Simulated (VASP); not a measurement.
Band structure of BaHfO$_{3}$ (cubic perovskite). All values below come from TPSS meta-GGA, VASP's PBE PAW potentials (set 64) (plane waves; VASP).

Unless said otherwise, spin-orbit coupling is left out, though it shifts the bands of the heavy elements here.

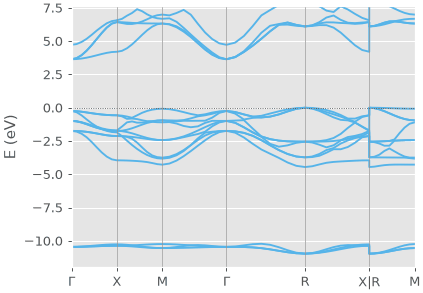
*Bands along high-symmetry lines, zero at the valence-band maximum or, without a gap, the Fermi level*

Question: Read the plot: is there a gap, and where are the band edges?

Answer: The gap is indirect, 3.64 eV, from the valence maximum at R to the conduction minimum at Γ.

The compound is BaHfO3 in the cubic perovskite structure. It was relaxed first.
